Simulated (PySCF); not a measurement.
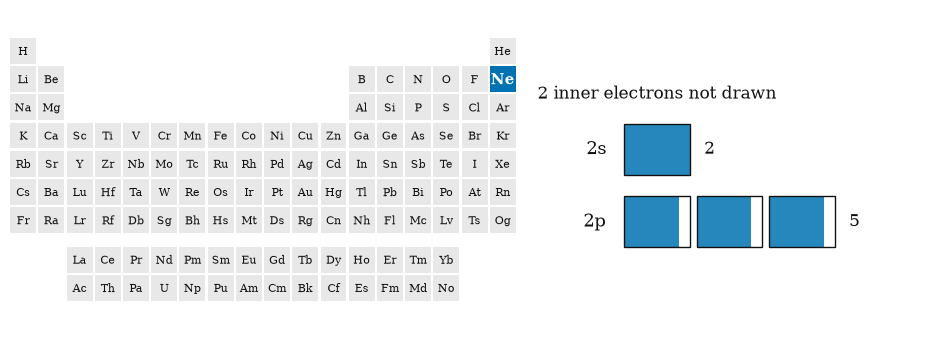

Figure 1. Left, the place of neon in the periodic table; right, the outer shells of the nominal configuration: a box for each of the 2l + 1 orbitals, shaded by the share of the shell that is filled, with the electron count at the right.

## Atomic calculation for Ne⁺

- system: Ne⁺, configuration 1s2 2s2 2p5, multiplicity 2.
- method: unrestricted wB97M-V, aug-cc-pwCVDZ, non-relativistic, point nucleus (PySCF)

**Results in brief**

- outcome: converged
- total energy: −128.106711 hartree
- kinetic energy: 127.779834 hartree
- ⟨S²⟩: 0.751
- ⟨L²⟩: 2.00
- static polarisability: 1.23 bohr³
- C₆ of the like pair: 2.19 hartree bohr⁶
- SCF iterations: 6
- hardware: 1 CPU thread, shared host
- CPU time: 1.3 s (integrals apart)

**The input**
```python
from pyscf import gto, scf, dft, mp, cc
import basis_set_exchange as bse
mol = gto.M(atom="Ne 0 0 0", charge=1, spin=1, symmetry="D2h",
            basis=gto.basis.parse(bse.get_basis("aug-cc-pwCVDZ", elements=["Ne"], fmt="nwchem")))
mf = dft.UKS(mol, xc="WB97M_V")
mf.irrep_nelec = {'Ag': (2, 2), 'B1u': (1, 1), 'B2u': (1, 1), 'B3u': (1, 0)}
mf.kernel()
```

The script is an equivalent of what the driver set up; the driver started from orbitals of its own, so the log can be shorter than this script's would be, and it computed the properties (radii, ⟨L²⟩, response) afterwards. It held the occupations shell by shell, which the script's counts by irreducible representation don't always enforce.

**The program's output (extracts)**
```
damping factor = 0
level_shift factor = 0
DIIS = <class 'pyscf.scf.diis.CDIIS'>
diis_start_cycle = 1
diis_space = 10
diis_damp = 0
SCF conv_tol = 1e-09
SCF conv_tol_grad = None
number electrons alpha = 5  beta = 4
XC functionals = WB97M_V
    N. Mardirossian and M. Head-Gordon.,  J. Chem. Phys. 144, 214110 (2016)
NLC functional = WB97M_V
cycle= 1 E= -128.106661735064  delta_E= -0.00285  |g|= 0.0144  |ddm|= 0.0637
cycle= 2 E= -128.10670545488  delta_E= -4.37e-05  |g|= 0.00528  |ddm|= 0.019
cycle= 3 E= -128.106710697647  delta_E= -5.24e-06  |g|= 0.00126  |ddm|= 0.00563
cycle= 4 E= -128.106711016542  delta_E= -3.19e-07  |g|= 7.77e-05  |ddm|= 0.00131
cycle= 5 E= -128.106711019456  delta_E= -2.91e-09  |g|= 1.31e-05  |ddm|= 0.000142
cycle= 6 E= -128.106711019545  delta_E= -8.82e-11  |g|= 4.32e-07  |ddm|= 2.79e-05
converged SCF energy = -128.106711019545  <S^2> = 0.75103902  2S+1 = 2.0010387
```

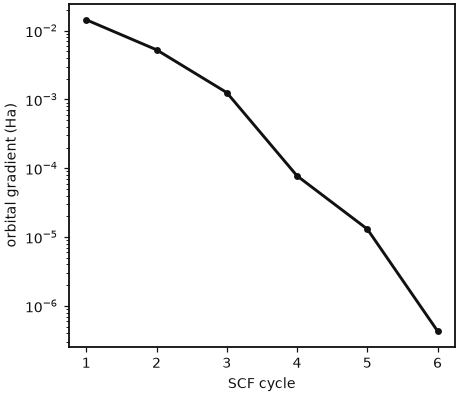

Figure 2. Convergence: orbital gradient against the SCF cycle. The residual falls at every step. It goes from 0.014 to 4.3×10⁻⁷ in 6 steps.

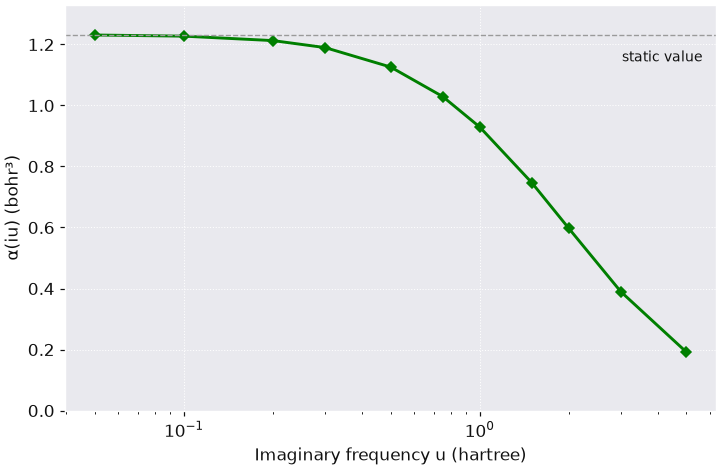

Figure 3. Dipole polarisability at imaginary frequency of Ne⁺ ([He] 2s² 2p⁵). Coupled response at the wB97M-V level; PySCF, aug-cc-pwCVDZ, non-relativistic, unrestricted single determinants, no spin-orbit coupling. The static dipole polarisability is 1.23 bohr³; α(iu) falls to half of it near u = 1.9 hartree. The Casimir–Polder integral gives C₆ = 2.19 hartree bohr⁶ for two such species.

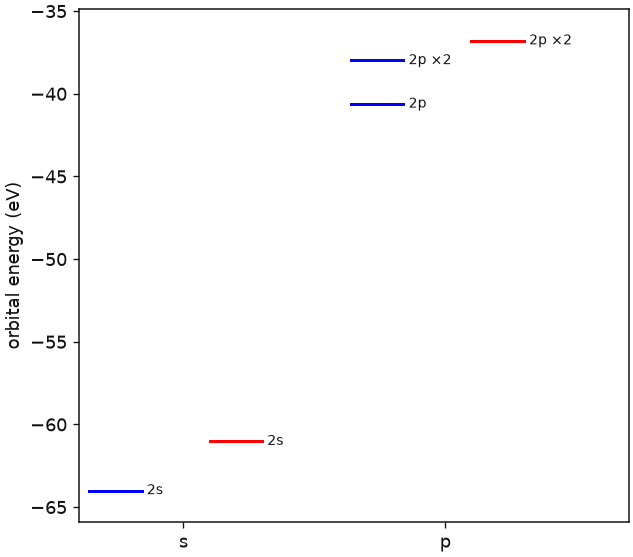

Figure 4. Orbital energies of the mean field, from the top down to −64.0 eV, by angular momentum, α spin at the left of each column and β at the right; ×n counts the orbitals under one label. The highest filled orbital is 2p β at −36.8 eV, the lowest empty one p β at −24.4 eV.
